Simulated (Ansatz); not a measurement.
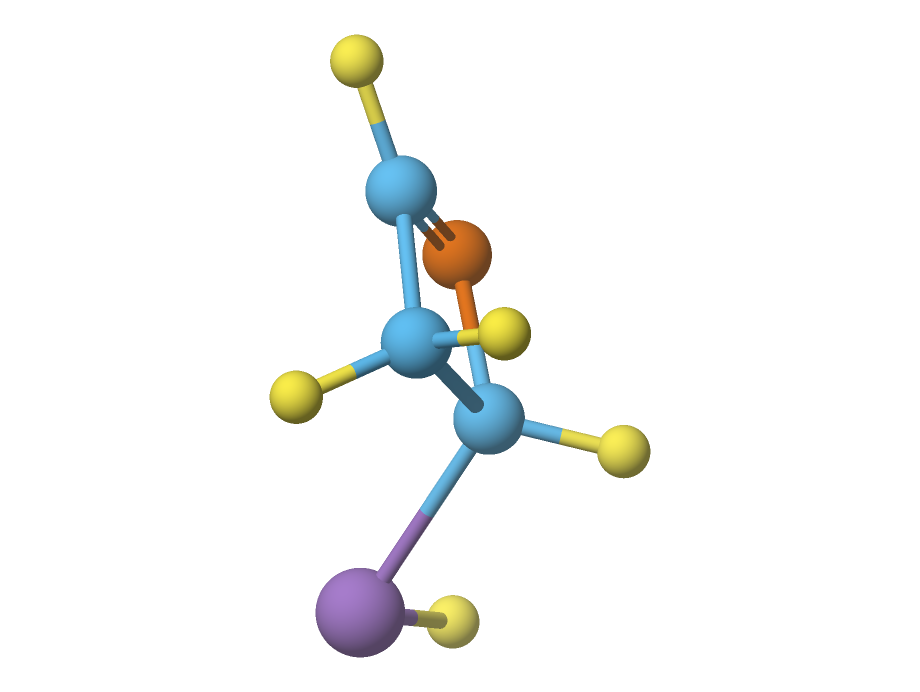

A ball-and-stick model of a molecule. Double and triple bonds are drawn as two and three sticks. Colours: selenium purple, carbon blue, nitrogen orange, hydrogen yellow.

Computed geometry: PBE0-D4/def2-TZVP optimisation.

Identify the structure.

The molecule is C3H5NSe. Its SMILES string is `[SeH][C@@H]1CC=N1`. Independent rings (smallest set): 1 of 4 members. Among its groups: imine. This geometry has C1 symmetry. Coordination, clear cases only: 1 Se bent; 1 C trigonal planar; 1 N bent.

The parts below concern this one geometry. Atoms keep their numbers from picture to picture.

## Levels of theory compared

Program: Ansatz 0.2.0.

Compare HOMO–LUMO gap (eV) at these levels: B97M-V/def2-TZVPP; BHLYP-D4/def2-TZVPP; BLYP-D4/def2-TZVPP; HSE06 (plane-wave form)-D4/def2-TZVPP; PBE0-D4/def2-QZVPP; PBE0-D4/def2-SVP; r2SCAN-D4/def2-TZVPP; r2SCAN0-D4/def2-TZVPP; revPBE-D4/def2-TZVPP; ωB97M-V/def2-SVP; ωB97M-V/def2-TZVPP.

```json
{"level": "B97M-V/def2-TZVPP", "HOMO–LUMO gap (eV)": "4.50"}
{"level": "BHLYP-D4/def2-TZVPP", "HOMO–LUMO gap (eV)": "8.30"}
{"level": "BLYP-D4/def2-TZVPP", "HOMO–LUMO gap (eV)": "3.84"}
{"level": "HSE06 (plane-wave form)-D4/def2-TZVPP", "HOMO–LUMO gap (eV)": "5.33"}
{"level": "PBE0-D4/def2-QZVPP", "HOMO–LUMO gap (eV)": "6.07"}
{"level": "PBE0-D4/def2-SVP", "HOMO–LUMO gap (eV)": "6.19"}
{"level": "r2SCAN-D4/def2-TZVPP", "HOMO–LUMO gap (eV)": "4.31"}
{"level": "r2SCAN0-D4/def2-TZVPP", "HOMO–LUMO gap (eV)": "6.39"}
{"level": "revPBE-D4/def2-TZVPP", "HOMO–LUMO gap (eV)": "3.89"}
{"level": "ωB97M-V/def2-SVP", "HOMO–LUMO gap (eV)": "10.71"}
{"level": "ωB97M-V/def2-TZVPP", "HOMO–LUMO gap (eV)": "10.51"}
```

## Vibrations

Harmonic vibrations computed with RKS PBE0-D4/def2-TZVP (Ansatz 0.2.0) at a stationary point of the same level.

> How many vibrational modes are there, and where do they lie?

24 modes: 154, 190, 255, 373, 583, 754, 852, 914, 929, 944, 1023, 1063, 1115, 1214, 1220, 1240, 1313, 1452, 1663, 2444, 3075, 3122, 3134, 3155 cm⁻¹.

## Dipole moment

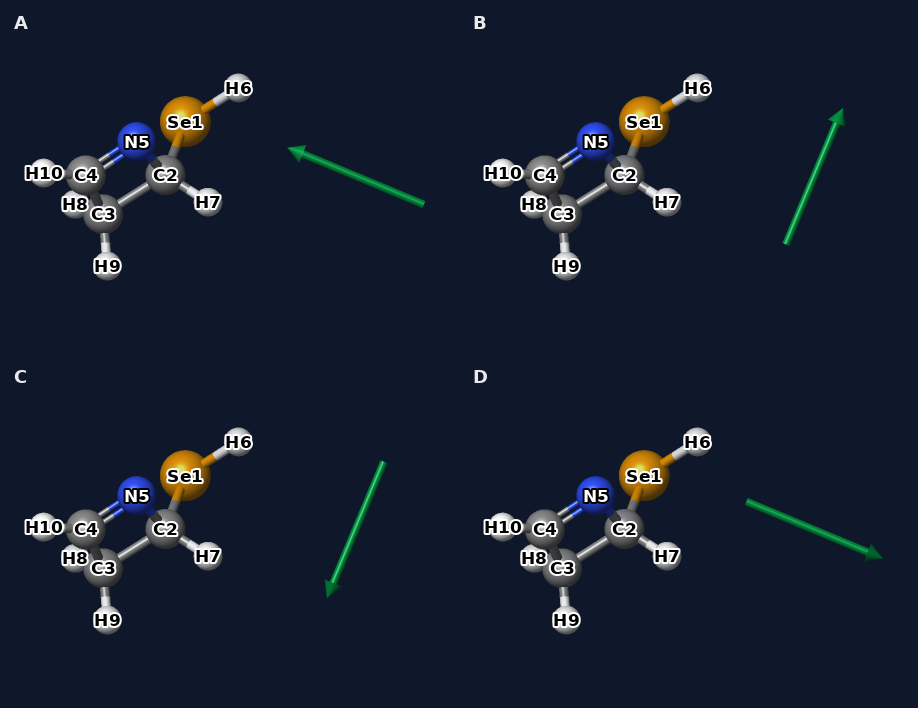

The same molecule four times, each with an arrow. Method: RKS r2SCAN-D4/def2-TZVPP (Ansatz 0.2.0).

> Which arrow points along the dipole moment, from the negative to the positive end?

C. The dipole moment is 2.28 D; it points from the side of H6 to the side of H9 (the outermost atoms at the two ends).
